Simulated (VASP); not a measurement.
Data:

```xyz
2
Lattice="0.0000 2.6247 2.6247 2.6247 0.0000 2.6247 2.6247 2.6247 0.0000" Properties=species:S:1:pos:R:3 pbc="T T T"
Al     0.0000     0.0000     0.0000
As     2.6247     2.6247     2.6247
```

Method: PBEsol GGA, VASP's PBE PAW potentials (set 64) (plane waves; VASP). Numerical set-up: 400 eV cut-off, 13×13×13 Γ-centred mesh, tetrahedra with Blöchl corrections, potentials Al As.

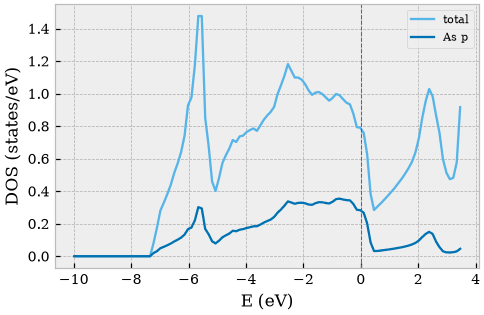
*Total and projected density of states, zero at the Fermi level*

Within 2 eV below the Fermi level the largest weight inside VASP's projection spheres is As p.

It has no gap at this level: it comes out as a metal or semimetal.

The structure was generated: AlAs was put into the rock salt type (Fm-3m), which need not be its known phase. It was relaxed first.
